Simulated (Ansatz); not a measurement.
System: ClH4SiSn (doublet).

The calculation's input:

```
crystal:
  periodic: [false, false, false]
  atoms:
    - {symbol: Si, position_ang: [-0.951273, 0.469484, -0.380694]}
    - {symbol: Sn, position_ang: [0.906231, -1.223407, 0.255555]}
    - {symbol: Cl, position_ang: [2.909824, -0.136610, -0.339454]}
    - {symbol: H, position_ang: [-2.267606, -0.124830, -0.030468]}
    - {symbol: H, position_ang: [-0.872317, 0.692086, -1.845116]}
    - {symbol: H, position_ang: [-0.764478, 1.753259, 0.344623]}
    - {symbol: H, position_ang: [1.100816, -1.498081, 1.949954]}
basis:
  gaussian: {orbitals: def2-TZVPP}
magnetization: {spin_polarized: true, initial_magnetization: 1}
hamiltonian: {xc: pbe0, dispersion: d4}
output: {orbitals: {seedname: orbitals}}
```

Launched as:

```sh
ansatz run in.yaml --threads 4 --pin off --events-out ev --progress --plain --max-ram 10444MiB
```

Geometry: PBE0-D4/def2-TZVP; core potentials replace the inner electrons of Sn.

The calculation used Ansatz, UKS PBE0-D4/def2-TZVPP.

What will maps of the electron density, electron localisation function and spin density show?

Sn–Cl (2.36 Å): the density is about 0.58 e/Å³ at the midpoint; the ELF peaks at about 0.80 in the valence shell of Cl, 0.8 Å from its nucleus, and drops to about 0.15 between the two atoms.
Si–Sn (2.59 Å): the density is about 0.48 e/Å³ at the midpoint; the ELF peaks at about 0.95 between the atoms, as expected for a shared electron pair.
Si–H (1.49 Å): the density is about 0.81 e/Å³ at the midpoint; the ELF climbs to about 1 towards the hydrogen, as it does in any bond to H.
The unpaired spin (1 electron) lies mostly on Sn2 (about 0.7), Si1 (about 0.1) and Cl3 (about 0.1), in electrons by Hirshfeld's partition.

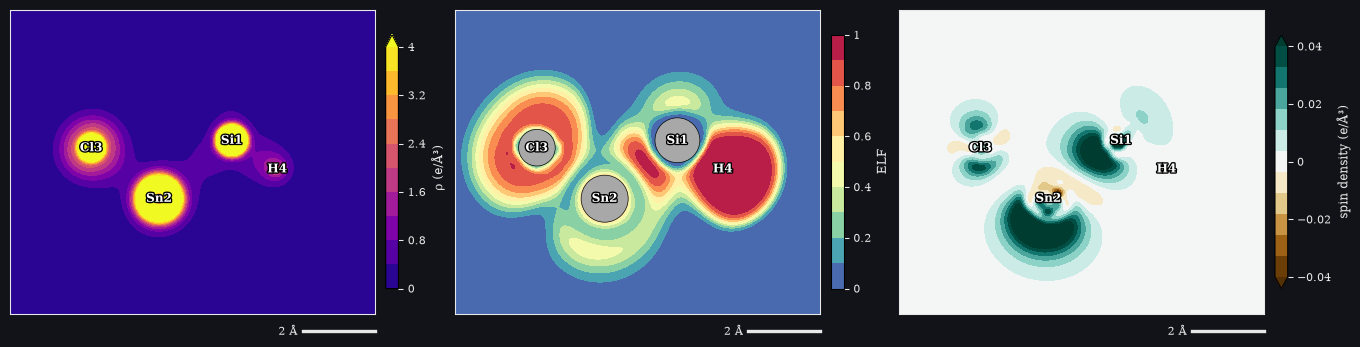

Computed electron density, electron localisation function and spin density on the plane of atoms Sn2, Si1 and H4, in this order. Grey discs cover the atomic cores in the ELF map. 
